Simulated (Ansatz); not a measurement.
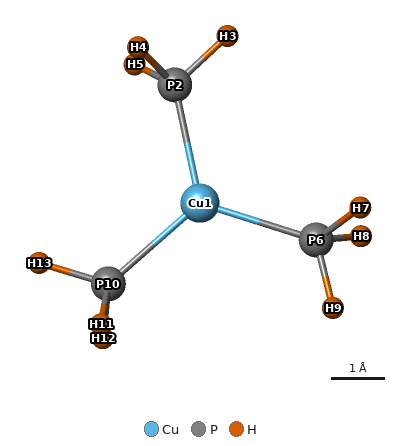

The starting structure (ball-and-stick view, seen at a tilt; atoms are numbered from 1 in the order of the input). Sticks mark near contacts. Bond lengths as drawn: Cu–P 2.33 Å and H–P 1.38 Å.

# Run report: CuP₃H₉ (charge +1), geometry relaxation

- system: CuP₃H₉, charge +1
- method: RKS B3LYP-D4/def2-SVP (Ansatz 0.2.0)

The geometry: GFN2-xTB start. Figures and captions count atoms from 1; the log counts them from 0 in places.

**The input**
```yaml
crystal:
  periodic: [false, false, false]
  atoms:
    - {symbol: Cu, position_ang: [-0.006670, 0.003160, 0.006150]}
    - {symbol: P, position_ang: [2.319560, 0.003950, -0.009300]}
    - {symbol: H, position_ang: [3.041240, 1.175250, 0.064280]}
    - {symbol: H, position_ang: [3.000540, -0.524030, -1.085020]}
    - {symbol: H, position_ang: [3.026860, -0.667990, 0.963980]}
    - {symbol: P, position_ang: [-1.168720, 2.017520, -0.001990]}
    - {symbol: H, position_ang: [-0.892130, 2.971830, -0.956630]}
    - {symbol: H, position_ang: [-1.099780, 2.859120, 1.086210]}
    - {symbol: H, position_ang: [-2.538770, 2.060010, -0.140030]}
    - {symbol: P, position_ang: [-1.155660, -2.019030, 0.016310]}
    - {symbol: H, position_ang: [-2.054370, -2.311420, -0.986680]}
    - {symbol: H, position_ang: [-1.983080, -2.344060, 1.068360]}
    - {symbol: H, position_ang: [-0.489020, -3.224330, -0.025640]}
basis:
  gaussian: {orbitals: def2-SVP}
total_charge: 1
hamiltonian: {xc: {name: B3LYP}, dispersion: d4}
scf: {lower_state_search: "off"}
output: {orbitals: {seedname: orbitals}}
relax: {f_tol: 0.02, max_steps: 100}
```

Run on 4 threads of Arm Neoverse N1, 23 GiB of memory available, shared host.

Launch command:
```bash
ansatz run in.yaml --threads 4 --pin off --events-out ev --progress --plain --max-ram 8704MiB
```

**The program's output**
```
Functional definition: B3LYP
  name "B3LYP"
  cite "Stephens, Devlin, Chabalowski & Frisch, J. Phys. Chem. 98, 11623 (1994) doi:10.1021/j100096a001"
  cite "Becke, Phys. Rev. A 38, 3098 (1988) doi:10.1103/PhysRevA.38.3098"
  cite "Lee, Yang & Parr, Phys. Rev. B 37, 785 (1988) doi:10.1103/PhysRevB.37.785"
  cite "Vosko, Wilk & Nusair, Can. J. Phys. 58, 1200 (1980) doi:10.1139/p80-159"
  parameter a0 = 0.2
  parameter ax = 0.72
  parameter ac = 0.81
  exchange = (1 - a0 - ax)*slater_x + ax*b88_x + a0*exact_x
  correlation = (1 - ac)*vwn_rpa_c + ac*lyp_c
these checks for a lower state are left out or cut short: stability, starts, cluster_reference, orbital_swaps, neighbouring_geometries, increment
1399 factors; integrals over basis functions are off by at most 2.5e-4 eV
mean field evaluation 1: about -72625.4747 eV, gradient 8.1e1 eV
mean field evaluation 2: about -71715.6269 eV, gradient 4.2e2 eV
mean field evaluation 4: about -72636.2029 eV, gradient 1.5e1 eV
mean field evaluation 8: about -72636.5848 eV, gradient 5.8e-1 eV
mean field evaluation 16: about -72636.6383 eV, gradient 7.3e-5 eV
mean field -72636.63831563 eV, -2669.3472232176 hartree, gradient 8.8e-6 eV, S^2 0.000000; 0 other end points of the search recorded, 0 dependent functions left out
the calculation of the forces begins
reference -72636.63864990 eV, -2669.3472355018 hartree; 41, 41 occupied and 89, 89 virtual orbitals, 1399 factors
relax step   1: F+E_penalty+E_count = -72637.12728381 eV  Δ(F+E_penalty+E_count) = +0.000e0 eV  max|allowed force component| = 1.031e0 eV/Å  Δτ_max = 0.0000 Å  (16 SCF iters, accepted)
these checks for a lower state are left out or cut short: stability, starts, cluster_reference, orbital_swaps, neighbouring_geometries, increment
1399 factors; integrals over basis functions are off by at most 3.1e-4 eV
mean field -72636.83377159 eV, -2669.3544060915 hartree, gradient 3.0e-6 eV, S^2 0.000000; 0 other end points of the search recorded, 0 dependent functions left out
the calculation of the forces begins
reference -72636.83410420 eV, -2669.3544183148 hartree; 41, 41 occupied and 89, 89 virtual orbitals, 1399 factors
relax step   2: F+E_penalty+E_count = -72637.32513207 eV  Δ(F+E_penalty+E_count) = -1.978e-1 eV  max|allowed force component| = 4.986e-1 eV/Å  Δτ_max = 0.0715 Å  (18 SCF iters, accepted)
these checks for a lower state are left out or cut short: stability, starts, cluster_reference, orbital_swaps, neighbouring_geometries, increment
1399 factors; integrals over basis functions are off by at most 3.1e-4 eV
mean field evaluation 32: about -72636.8507 eV, gradient 2.9e-6 eV
mean field -72636.85067314 eV, -2669.3550272123 hartree, gradient 3.2e-6 eV, S^2 0.000000; 0 other end points of the search recorded, 0 dependent functions left out
the calculation of the forces begins
reference -72636.85100526 eV, -2669.3550394174 hartree; 41, 41 occupied and 89, 89 virtual orbitals, 1399 factors
relax step   3: F+E_penalty+E_count = -72637.34205369 eV  Δ(F+E_penalty+E_count) = -1.692e-2 eV  max|allowed force component| = 2.385e-2 eV/Å  Δτ_max = 0.0285 Å  (19 SCF iters, accepted)
these checks for a lower state are left out or cut short: stability, starts, cluster_reference, orbital_swaps, neighbouring_geometries, increment
1399 factors; integrals over basis functions are off by at most 3.1e-4 eV
mean field -72636.85021668 eV, -2669.3550104376 hartree, gradient 7.2e-7 eV, S^2 0.000000; 0 other end points of the search recorded, 0 dependent functions left out
the calculation of the forces begins
reference -72636.85054871 eV, -2669.3550226395 hartree; 41, 41 occupied and 89, 89 virtual orbitals, 1399 factors
relax step   4: F+E_penalty+E_count = -72637.34220947 eV  Δ(F+E_penalty+E_count) = -1.558e-4 eV  max|allowed force component| = 5.504e-3 eV/Å  Δτ_max = 0.0108 Å  (14 SCF iters, accepted)
```

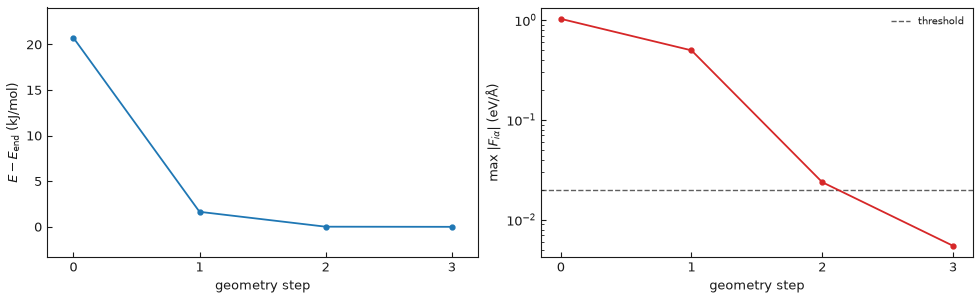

Progress of the relaxation, step by step (the first geometry is step 0 here and step 1 in the log).

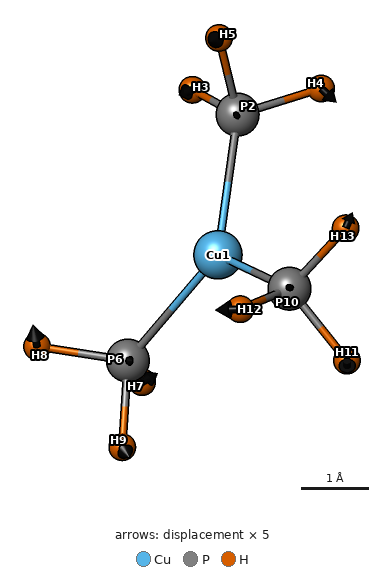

The starting structure with the displacements as black arrows, magnified 5 times (ball-and-stick view, seen at an oblique angle). The two geometries are laid on each other by the best rigid fit. The largest move after the best rigid fit is that of H12, 0.080 Å. By element the largest moves are H 0.080 Å, P 0.024 Å, Cu 0.010 Å. Among the contacts that change: P10–H11 1.378 → 1.418 Å, Cu1–P2 2.326 → 2.315 Å, Cu1–P10 2.326 → 2.315 Å. Among the angles that change: Cu1–P2–H4 119.9° → 117.2°, Cu1–P2–H5 120.6° → 117.9°, H11–P10–H13 96.2° → 98.7°. The energy falls by 20.7 kJ/mol in 3 geometry steps. The largest force component goes from 1 to 0.0055 eV/Å. (Atoms are counted from 1 in the order of the input.)

```
Total energy: -72637.34254150 eV, -2669.3731030410 hartree
Atom 0 at    -0.001443     0.000962    -0.001876 Å, force     0.001213     0.000315    -0.000548 eV/Å
Atom 1 at     2.313589     0.020321    -0.007734 Å, force     0.004266    -0.000306     0.000121 eV/Å
Atom 2 at     3.038195     1.235932     0.070211 Å, force     0.000575     0.000371    -0.000015 eV/Å
Atom 3 at     2.964402    -0.546390    -1.132569 Å, force     0.000169     0.000226     0.000227 eV/Å
Atom 4 at     2.986570    -0.697720     1.012661 Å, force    -0.000342     0.000250     0.000022 eV/Å
Atom 5 at    -1.175514     1.995797    -0.008531 Å, force    -0.002680     0.005504     0.000171 eV/Å
Atom 6 at    -0.850647     2.956202    -0.999385 Å, force    -0.000400    -0.000776     0.000029 eV/Å
Atom 7 at    -1.056052     2.822390     1.137139 Å, force     0.000424    -0.001591    -0.000187 eV/Å
Atom 8 at    -2.586345     2.016614    -0.142620 Å, force    -0.000434    -0.000043     0.000038 eV/Å
Atom 9 at    -1.138385    -2.015325     0.012750 Å, force    -0.003346    -0.005220     0.000103 eV/Å
Atom 10 at    -2.065689    -2.258226    -1.031699 Å, force     0.000359     0.000579     0.000229 eV/Å
Atom 11 at    -1.986290    -2.281151     1.117431 Å, force     0.000420     0.001181    -0.000099 eV/Å
Atom 12 at    -0.442391    -3.249426    -0.025780 Å, force    -0.000224    -0.000491    -0.000091 eV/Å
Dipole moment:     0.000052    -0.000343     0.001478 e Å
Checks for a lower state left out: stability, starts, cluster_reference, orbital_swaps, neighbouring_geometries, increment
```

**Trajectory as extended XYZ (Å, eV, eV/Å), 4 frames, from step=1 to step=4**
```
13
Properties=species:S:1:pos:R:3:forces:R:3 step=1 energy=-72637.12728
Cu   -0.0067    0.0032    0.0062    0.0002  -0.0012   0.0035
P     2.3196    0.0040   -0.0093   -1.0313   0.0530   0.0171
H     3.0412    1.1752    0.0643    0.3514   0.9469   0.0598
H     3.0005   -0.5240   -1.0850    0.2983  -0.4304  -0.8551
H     3.0269   -0.6680    0.9640    0.3194  -0.5508   0.7811
P    -1.1687    2.0175   -0.0020    0.4747  -0.9502  -0.0243
H    -0.8921    2.9718   -0.9566    0.3510   0.5684  -0.7557
H    -1.0998    2.8591    1.0862    0.1868   0.4809   0.8816
H    -2.5388    2.0600   -0.1400   -0.9930  -0.1656  -0.1065
P    -1.1557   -2.0190    0.0163    0.5749   0.8732  -0.0234
H    -2.0544   -2.3114   -0.9867   -0.6148  -0.0161  -0.7942
H    -1.9831   -2.3441    1.0684   -0.5699  -0.0431   0.8506
H    -0.4890   -3.2243   -0.0256    0.6522  -0.7649  -0.0346
13
Properties=species:S:1:pos:R:3:forces:R:3 step=2 energy=-72637.32513
Cu   -0.0052    0.0021    0.0053    0.0015  -0.0005  -0.0045
P     2.3169    0.0148   -0.0082   -0.4986   0.0011   0.0088
H     3.0179    1.2295    0.0684    0.1776   0.2206   0.0144
H     2.9535   -0.5457   -1.1293    0.1422  -0.0950  -0.1943
H     2.9801   -0.6969    1.0066    0.1488  -0.1196   0.1750
P    -1.1742    2.0072   -0.0058    0.2461  -0.4448   0.0005
H    -0.8437    2.9489   -0.9952    0.0382   0.1975  -0.1785
H    -1.0563    2.8247    1.1314    0.0032   0.1710   0.2035
H    -2.5718    2.0092   -0.1450   -0.2796   0.0448  -0.0258
P    -1.1453   -2.0203    0.0149    0.2528   0.4347  -0.0045
H    -2.0582   -2.2570   -1.0275   -0.1725  -0.0712  -0.1837
H    -1.9826   -2.2874    1.1118   -0.1604  -0.0761   0.1962
H    -0.4309   -3.2291   -0.0274    0.1008  -0.2626  -0.0069
13
Properties=species:S:1:pos:R:3:forces:R:3 step=3 energy=-72637.34205
Cu   -0.0035    0.0018    0.0019    0.0025  -0.0013  -0.0017
P     2.3136    0.0218   -0.0067    0.0229   0.0023  -0.0003
H     3.0443    1.2347    0.0693   -0.0154  -0.0063   0.0001
H     2.9618   -0.5464   -1.1327   -0.0074   0.0010   0.0019
H     2.9891   -0.6981    1.0112   -0.0087   0.0016  -0.0012
P    -1.1783    1.9979   -0.0081   -0.0128   0.0209  -0.0016
H    -0.8490    2.9571   -0.9991    0.0020  -0.0081   0.0019
H    -1.0582    2.8268    1.1361    0.0032  -0.0078  -0.0007
H    -2.5895    2.0267   -0.1445    0.0135  -0.0114   0.0014
P    -1.1368   -2.0187    0.0140   -0.0094  -0.0239  -0.0013
H    -2.0638   -2.2605   -1.0313    0.0042   0.0062   0.0015
H    -1.9867   -2.2883    1.1167    0.0047   0.0076  -0.0008
H    -0.4430   -3.2549   -0.0268    0.0007   0.0192   0.0008
13
Properties=species:S:1:pos:R:3:forces:R:3 step=4 energy=-72637.34221
Cu   -0.0014    0.0010   -0.0019    0.0012   0.0003  -0.0005
P     2.3136    0.0203   -0.0077    0.0043  -0.0003   0.0001
H     3.0382    1.2359    0.0702    0.0006   0.0004   0.0000
H     2.9644   -0.5464   -1.1326    0.0002   0.0002   0.0002
H     2.9866   -0.6977    1.0127   -0.0003   0.0003   0.0000
P    -1.1755    1.9958   -0.0085   -0.0027   0.0055   0.0002
H    -0.8506    2.9562   -0.9994   -0.0004  -0.0008   0.0000
H    -1.0561    2.8224    1.1371    0.0004  -0.0016  -0.0002
H    -2.5863    2.0166   -0.1426   -0.0004   0.0000   0.0000
P    -1.1384   -2.0153    0.0127   -0.0033  -0.0052   0.0001
H    -2.0657   -2.2582   -1.0317    0.0004   0.0006   0.0002
H    -1.9863   -2.2812    1.1174    0.0004   0.0012  -0.0001
H    -0.4424   -3.2494   -0.0258   -0.0002  -0.0005  -0.0001
```

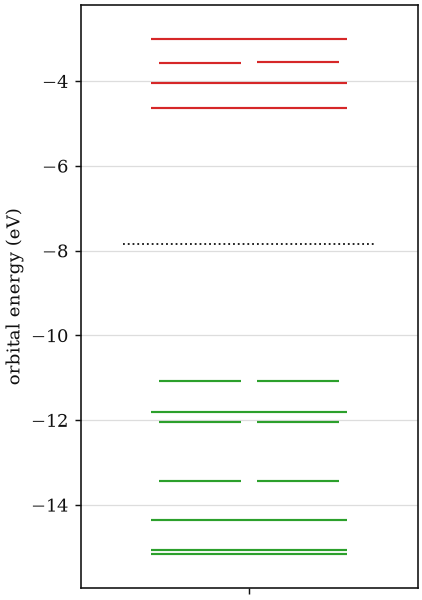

Orbital energies near the frontier; the dotted line parts filled from empty levels, and levels within 0.02 eV of each other stand side by side. Highest filled −11.08 eV, lowest empty −4.63 eV, 6.45 eV apart.

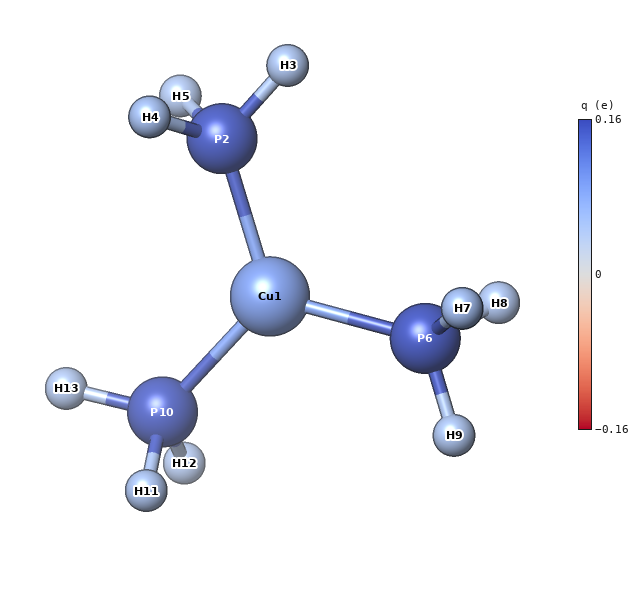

Mulliken charges, as the colour of each atom (ball-and-stick view, seen at a tilt; atoms are numbered from 1 in the order of the input). By element: Cu +0.09, P +0.15 and H +0.05 e.

**Summary**

- outcome: converged
- total energy: −72637.3425 eV
- mean-field energy: −72636.8505 eV
- dispersion energy: −0.4920 eV
- HOMO: −11.08 eV
- LUMO: −4.63 eV
- largest force (length of the vector) at the end: 0.006 eV/Å
- wall time: 14 s (CPU time 49 s)
- peak memory: 0.31 GiB
